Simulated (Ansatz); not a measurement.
Process, species as SMILES: S (H2S) + H+ → [SH3+]
B3LYP-D3(BJ)/def2-TZVP geometries, fixed; electronic energies without zero-point terms; positive where energy is released.

Basis-set convergence of the proton affinity at CCSD(T) with Ansatz (a quantum-chemistry and plane-wave program). Cartesian d functions, on some or all atoms, in 6-31G**, 6-311G**; all else is spherical. Cores are frozen. No added dispersion term, no relativity. Functions are those of the species that has most. Reference: Hartree-Fock in aug-cc-pV(Q+d)Z plus the correlation part extrapolated as X^-3 from aug-cc-pV(T+d)Z and aug-cc-pV(Q+d)Z, 174.16 kcal/mol, itself unsure by roughly 0.19 kcal/mol (a third of the extrapolation step and of the last Hartree-Fock step). Deviations are taken from unrounded values.

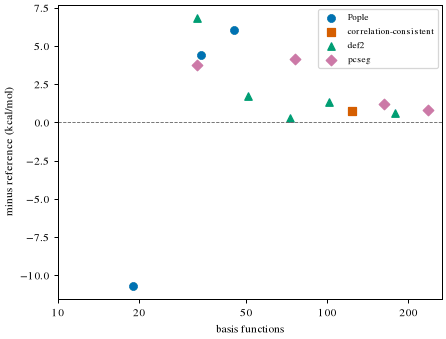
Figure. Deviation from the reference against the number of basis functions, by family of sets.

```csv
basis,functions,proton affinity (kcal/mol),minus reference (kcal/mol)
6-31G,19,163.47,-10.68
def2-SVP,33,180.98,6.83
pcseg-1,33,177.91,3.75
6-31G**,34,178.58,4.42
6-311G**,45,180.21,6.06
def2-SVPD,51,175.86,1.70
def2-TZVPD,73,174.44,0.28
pcseg-2,76,178.32,4.16
def2-TZVPPD,102,175.51,1.36
aug-cc-pV(T+d)Z,124,174.89,0.73
pcseg-3,163,175.38,1.22
def2-QZVPPD,178,174.78,0.62
aug-pcseg-3,236,174.98,0.82
```
